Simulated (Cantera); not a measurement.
Feed: 1 mol Fe2O3, 5.7 mol CH4, 14 mol H2, equilibrated at 4100 Pa.

Method: chemical equilibrium by Gibbs-energy minimisation in Cantera with the NASA 1993 tables (ideal gas, pure condensed phases). Candidate condensed phases: C, C6H6, C7H8, C8H18, Fe, Fe(CO)5, FeO, Fe(OH)2, Fe(OH)3, Fe2O3, Fe3O4, H2O; 114 gas species. Iron dissolves carbon and melts from about 1420 K in contact with it, which pure phases cannot show. Condensed phases not in the tables: cementite and carbon dissolved in iron. Equilibrium is a limit: real reactors are often held back by kinetics, nucleation or transport.

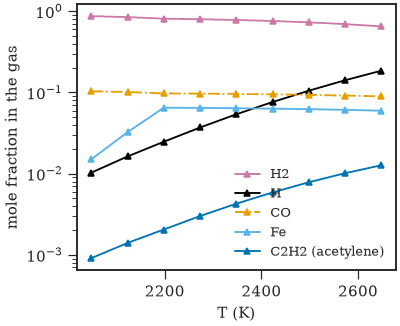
Figure. Equilibrium gas composition (values under 1e-9 drawn at 1e-9)

From 2048 K to 2123 K the condensed part is C(graphite) + Fe(l). From 2198 K to 2648 K the condensed part is C(graphite). The main Fe-bearing gas is Fe throughout.
